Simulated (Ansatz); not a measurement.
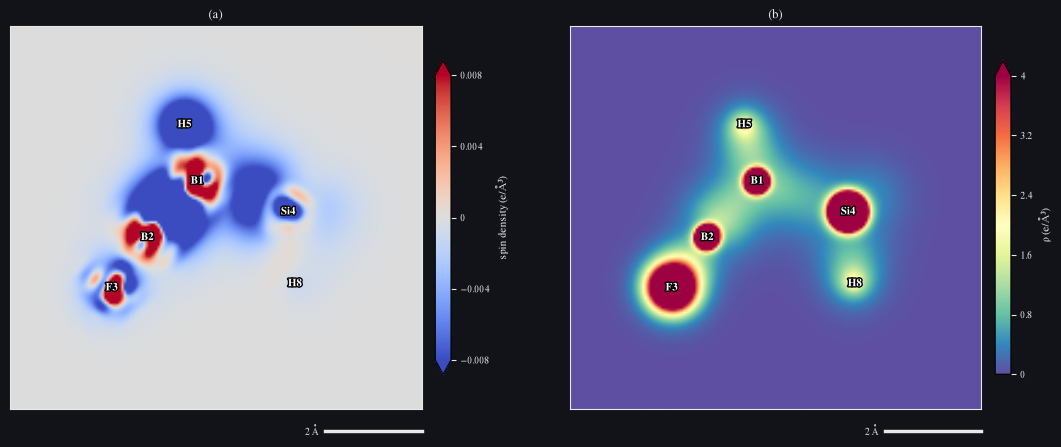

*B2FH4Si (SMILES F[B]B[SiH3]) (doublet). (a) spin density (α minus β); (b) electron density on the plane of atoms Si4, B1 and H5.*

Geometry: r2SCAN-D4/def2-SVP.

Method: isolated molecule in a Gaussian basis; Kohn-Sham density functional theory, functional PBE0 (Ansatz 0.2.0).

```xyz
8

B    -1.7335   -2.7716    0.8218
B    -2.0954   -2.7256   -0.6986
F    -2.3075   -2.5686   -1.9509
Si   -0.5100   -1.2775    1.3845
H    -2.1204   -3.5932    1.6135
H     0.7658   -1.8219    1.9533
H    -1.1532   -0.4360    2.4455
H    -0.1368   -0.3607    0.2585
```

**Describe what can be read from this map.**

The plane passes through B, F, Si and H nuclei. B–F (1.28 Å): the density is about 2.5 e/Å³ at the midpoint. B–B (1.56 Å): ρ is about 1.2 e/Å³ halfway. Si–B (2.01 Å): ρ is about 0.75 e/Å³ halfway. B–H (1.20 Å): ρ at the midpoint is about 1.2 e/Å³. Si–H (1.50 Å): ρ is about 0.78 e/Å³ halfway. The unpaired spin (1 electron) lies mostly on B1 (about 0.4) and B2 (about 0.4), in electrons by Hirshfeld's partition.
